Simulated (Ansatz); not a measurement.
Start from Cs$_{2}$NaScCl$_{6}$ (space group Fm-3m, No. 225; a = 10.5133 Å; a cell from a computed database, its experimental status unchecked). Axes: x, y, z lie along the cube axes.

Modification: uniaxial strain ε_zz = −3.58 %, all other strain components held at zero, atoms relaxed at fixed cell.

All numbers come from r2SCAN, PAW, 500 eV (Ansatz, an electronic-structure program; scalar-relativistic without spin-orbit coupling), earlier PAW set.

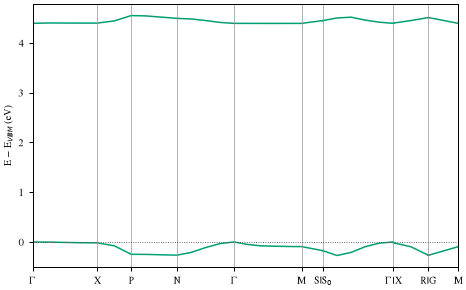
Fig. 1. Highest valence and lowest conduction band along the path of the changed cell's own zone

Q: From the figure, how large is the changed gap, and is it direct?

A: About 4.4 eV, direct at Γ.

Stability against distortions was not tested. The final runs are not spin-polarised. k-point labels follow each cell's own Brillouin zone.
